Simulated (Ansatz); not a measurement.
Cost and result by functional for the adsorption energy of H on graphene, one in a 3x3 cell, started at the site 'hollow C', in Ansatz (plane waves, PAW). Single points on the PBE structure, on one kind of machine; costs are rough ratios of the slab run's core time (references not counted) to the cheapest single point. r2SCAN's cost holds its higher cutoff (500 against 420 eV). Differences are taken against r2SCAN for comparison alone: no measured value is at hand, so the table doesn't rank accuracy.

Model: 19-atom slab, 4x4x1 mesh, Fermi-Dirac 0.05 eV, dipole correction, 1 atoms held, the rest relaxed; held to the part of the start's symmetry that mesh and held atoms allow; spin-polarised, no spin-orbit, no U, no dispersion correction. At the end it is bonded to C. In PBE it is, or lies within 0.03 eV of, the lowest of the starts that converged. These notes are the PBE run's. r2SCAN: The program's check for a lower electronic state was not made. Adsorption energies are against ½ H2(g). A negative adsorption energy means that the adsorbate is more stable on the surface than in its reference.

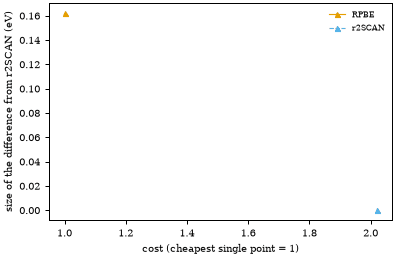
Figure. Difference from r2SCAN against cost

```tsv
functional	relative cost	adsorption energy (eV)	less r2SCAN (eV)
RPBE	1	1.56	0.16
r2SCAN	2	1.39	0.00
PBE (the relaxed run's value)	–	1.47	0.08
```

The values span 0.16 eV, while the single points' costs differ by a factor of roughly 2. Differences are of unrounded values.

Ansatz is an electronic-structure program.
